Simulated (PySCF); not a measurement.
# CH$_{5}$ClF$_{2}$Si$_{2}$: one change and its effect

System: CH$_{5}$ClF$_{2}$Si$_{2}$.
Method of run A: GIAO PBE0/pcSseg-1 NMR shielding, non-relativistic, gas phase (PySCF 2.14.0).

The geometry comes from this level: PBE0-D3(BJ)/def2-SVP. Text and figures count atoms from 1; the logs count them from 0 in places.

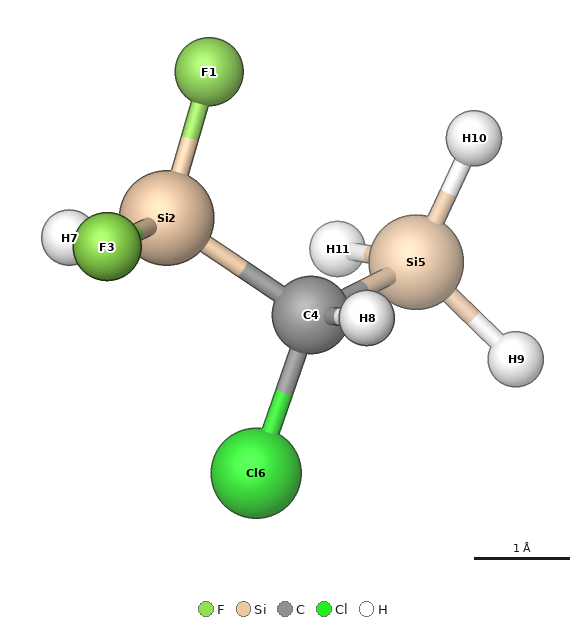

Fig. 1: The structure (ball-and-stick view, seen at a tilt; atoms are numbered from 1 in the order of the input).

The input, run A:
```
{"job": {"kind": "nmr", "xc": "PBE0", "basis": "pcSseg-1", "pop": false}, "charge": 0, "multiplicity": 1}
F      0.974644     0.764484    -1.032013
Si     1.455207    -0.569792    -0.256895
F      2.509459    -1.311234    -1.224663
C     -0.048156    -1.640099     0.004433
Si    -1.566791    -0.749720     0.720416
Cl     0.461022    -2.941991     1.149993
H      2.130242    -0.192620     0.999793
H     -0.326202    -2.124851    -0.946253
H     -2.601254    -1.766780     1.059435
H     -2.087781     0.208320    -0.297934
H     -1.152354    -0.011677     1.948560
```

The first line tells a small driver script what to run in PySCF; the rest is the geometry in Å.

Command:
```bash
OMP_NUM_THREADS=1 python <driver script> task.json out
```

Hardware: 1 CPU thread, shared host.

Output (run A):
```
coarse grid: 11232 points
cycle   1  E = -1279.2825090096  dE =  3.298e-01  |g| = 7.215e-01  |ddm| = 3.028e+00
cycle   2  E = -1279.1855590549  dE =  9.695e-02  |g| = 1.105e+00  |ddm| = 1.175e+00
cycle   3  E = -1279.3677199451  dE = -1.822e-01  |g| = 5.934e-02  |ddm| = 6.974e-01
cycle   4  E = -1279.3683402780  dE = -6.203e-04  |g| = 2.652e-02  |ddm| = 7.527e-02
cycle   5  E = -1279.3684899591  dE = -1.497e-04  |g| = 8.899e-03  |ddm| = 2.688e-02
cycle   6  E = -1279.3685092965  dE = -1.934e-05  |g| = 1.900e-03  |ddm| = 1.008e-02
cycle   7  E = -1279.3685100829  dE = -7.864e-07  |g| = 3.801e-04  |ddm| = 2.300e-03
final grid: 96880 points
cycle   8  E = -1279.4123747308  dE = -2.364e-05  |g| = 4.456e-03  |ddm| = 1.286e-02
cycle   9  E = -1279.4123724112  dE =  2.320e-06  |g| = 4.929e-03  |ddm| = 7.420e-03
cycle  10  E = -1279.4123783156  dE = -5.904e-06  |g| = 9.670e-04  |ddm| = 4.585e-03
cycle  11  E = -1279.4123785170  dE = -2.014e-07  |g| = 1.898e-04  |ddm| = 9.944e-04
cycle  12  E = -1279.4123785244  dE = -7.455e-09  |g| = 4.205e-05  |ddm| = 1.932e-04
cycle  13  E = -1279.4123785246  dE = -2.124e-10  |g| = 1.731e-05  |ddm| = 3.719e-05
converged SCF energy = -1279.4123785246

GIAO shielding tensors (ppm)
atom      isotropic    diamagn.    paramagn.     s11        s22        s33       span
  0 F      318.519     471.938    -153.420    253.850    334.461    367.245    113.395
  1 Si     366.522     876.720    -510.199    328.576    367.063    403.926     75.350
  2 F      330.623     467.053    -136.431    263.124    339.454    389.290    126.166
  3 C      158.275     259.396    -101.120    140.706    141.807    192.312     51.606
  4 Si     415.340     879.461    -464.121    379.875    407.143    459.002     79.127
  5 Cl     916.498    1145.259    -228.762    792.917    854.175   1102.401    309.484
  6 H       26.449      28.139      -1.691     23.215     24.384     31.746      8.530
  7 H       28.581      30.510      -1.929     24.314     26.720     34.709     10.395
  8 H       27.188      28.114      -0.926     23.453     25.542     32.568      9.115
  9 H       27.045      29.066      -2.021     23.083     25.331     32.720      9.637
 10 H       27.331      28.714      -1.383     24.096     25.869     32.029      7.932
```

The input of run B differs as follows (lines with − go, lines with + come):
```diff
-"xc": "PBE0"
+"xc": "B97-2"
```

How does run B compare with run A?

The total energies belong to different methods, so their difference says nothing on which is more stable or more accurate. The HOMO goes from −8.56 to −8.31 eV. Of all shieldings, the largest change is that of Si2, by +9.3 ppm. The functional changes from PBE0 to B97-2. The SCF takes 14 iterations against 13.

Output (run B):
```
coarse grid: 11232 points
cycle   1  E = -1279.9093661471  dE =  3.262e-01  |g| = 7.740e-01  |ddm| = 3.032e+00
cycle   2  E = -1279.7817974414  dE =  1.276e-01  |g| = 1.222e+00  |ddm| = 1.273e+00
cycle   3  E = -1280.0061512563  dE = -2.244e-01  |g| = 6.433e-02  |ddm| = 7.814e-01
cycle   4  E = -1280.0069227783  dE = -7.715e-04  |g| = 3.006e-02  |ddm| = 8.573e-02
cycle   5  E = -1280.0071215005  dE = -1.987e-04  |g| = 9.752e-03  |ddm| = 3.071e-02
cycle   6  E = -1280.0071447374  dE = -2.324e-05  |g| = 1.995e-03  |ddm| = 1.119e-02
cycle   7  E = -1280.0071456292  dE = -8.918e-07  |g| = 4.400e-04  |ddm| = 2.387e-03
final grid: 96880 points
cycle   8  E = -1280.0324542236  dE = -3.182e-05  |g| = 1.471e-02  |ddm| = 1.906e-02
cycle   9  E = -1280.0324239065  dE =  3.032e-05  |g| = 1.996e-02  |ddm| = 1.883e-02
cycle  10  E = -1280.0324816169  dE = -5.771e-05  |g| = 1.646e-03  |ddm| = 1.194e-02
cycle  11  E = -1280.0324820379  dE = -4.209e-07  |g| = 4.288e-04  |ddm| = 1.515e-03
cycle  12  E = -1280.0324820833  dE = -4.544e-08  |g| = 8.532e-05  |ddm| = 4.182e-04
cycle  13  E = -1280.0324820850  dE = -1.661e-09  |g| = 2.321e-05  |ddm| = 1.004e-04
cycle  14  E = -1280.0324820851  dE = -1.228e-10  |g| = 3.274e-06  |ddm| = 2.641e-05
converged SCF energy = -1280.0324820851

GIAO shielding tensors (ppm)
atom      isotropic    diamagn.    paramagn.     s11        s22        s33       span
  0 F      322.868     472.355    -149.487    259.979    337.385    371.241    111.263
  1 Si     375.835     876.948    -501.113    338.362    376.311    412.831     74.469
  2 F      334.576     467.422    -132.846    269.192    342.278    392.259    123.067
  3 C      157.384     259.250    -101.866    139.372    140.966    191.814     52.442
  4 Si     418.892     879.577    -460.685    385.083    411.156    460.437     75.354
  5 Cl     913.960    1145.803    -231.842    788.644    850.069   1103.168    314.523
  6 H       26.662      28.401      -1.739     23.435     24.617     31.933      8.498
  7 H       28.697      30.577      -1.879     24.485     26.871     34.737     10.252
  8 H       27.381      28.266      -0.885     23.690     25.760     32.693      9.002
  9 H       27.238      29.348      -2.109     23.328     25.552     32.835      9.507
 10 H       27.526      28.998      -1.472     24.330     26.085     32.163      7.834
```

The two runs side by side:

| quantity | run A | run B |
| --- | --- | --- |
| outcome | converged | converged |
| total energy (hartree) | −1279.412379 | −1280.032482 |
| HOMO (eV) | −8.56 | −8.31 |
| LUMO (eV) | −0.59 | −0.63 |
| dipole moment (D) | 1.53 | 1.53 |
| shielding of F1 (ppm) | 318.5 | 322.9 |
| shielding of Si2 (ppm) | 366.5 | 375.8 |
| shielding of F3 (ppm) | 330.6 | 334.6 |
| shielding of C4 (ppm) | 158.3 | 157.4 |
| shielding of Si5 (ppm) | 415.3 | 418.9 |
| shielding of Cl6 (ppm) | 916.5 | 914.0 |
| shielding of H7 (ppm) | 26.4 | 26.7 |
| SCF iterations | 13 | 14 |
| basis functions | 148 | 148 |
| wall time (shared host) | 13 s | 13 s |
